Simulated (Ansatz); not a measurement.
# FH3OSn: basis-set convergence

Aim: see how fast density functionals converge with the basis set for FH3OSn.

Method: one geometry, several basis sets; program: Ansatz 0.2.0, Gaussian basis.

Levels to be run: PBE0-D4/def2-SVP; ωB97M-V/def2-SVP; PBE0-D4/def2-QZVPP; ωB97M-V/def2-QZVPP; the functionals' def2-TZVPP values are taken from earlier runs.

1 further run of the same task is left out (for a known fault of the program).

### Step 1. The relaxed structure

An earlier PBE0-D4 in a triple-zeta def2 set relaxation fixed the geometry. Sn takes the def2 core potential; no spin-orbit term is included.

SMILES `[OH][SnH2][F]`, 6 atoms, charge 0, spin multiplicity 1.

Atoms are counted from 1 here; the program's logs count them from 0.

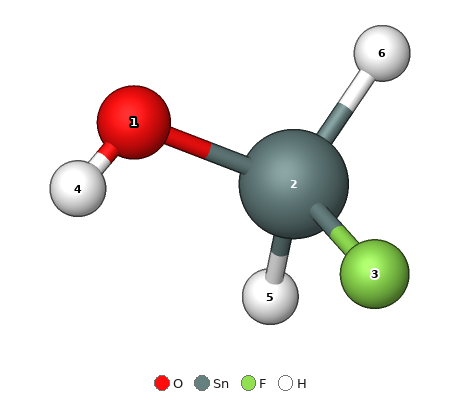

The structure; oxygen red, tin teal, fluorine green, hydrogen white; atoms are numbered from 1 in the order of the file.

### Step 2. PBE0-D4 in def2-SVP

File in.yaml:

```yaml
crystal:
  periodic: [false, false, false]
  atoms:
    - {symbol: O, position_ang: [-1.414368, -0.332996, -0.424974]}
    - {symbol: Sn, position_ang: [0.302304, 0.255856, 0.283655]}
    - {symbol: F, position_ang: [1.409127, -1.315052, 0.302142]}
    - {symbol: H, position_ang: [-1.368562, -0.685698, -1.316739]}
    - {symbol: H, position_ang: [1.096130, 1.317147, -0.782063]}
    - {symbol: H, position_ang: [0.017468, 0.696742, 1.891879]}
basis:
  gaussian: {orbitals: def2-SVP}
hamiltonian: {xc: pbe0, dispersion: d4}
output: {orbitals: {seedname: orbitals}}
```

Run with:

```bash
$ ansatz run in.yaml --threads 2 --pin off --events-out ev --progress --plain --max-ram 32768MiB --backend cpu
```

The runs that follow: ωB97M-V in def2-SVP; PBE0-D4 in def2-QZVPP; ωB97M-V in def2-QZVPP.

Q: Predict the results of all the runs planned. Wanted: PBE0-D4: double and triple zeta above quadruple; ωB97M-V: double and triple zeta above quadruple.

The runs gave:

| quantity | value |
| --- | --- |
| PBE0-D4: double and triple zeta above quadruple | 7.04, 0.37 eV |
| ωB97M-V: double and triple zeta above quadruple | 7.20, 0.36 eV |

What this shows: For PBE0-D4 the step from double to triple zeta gains 6.67 eV and the next only 0.37 eV. These are total energies; as a rule much of such shifts cancels in differences, which this series doesn't test. The LUMO of ωB97M-V is positive and keeps falling with the basis (1.73 to 0.68 eV): an unbound level that the basis holds in place.
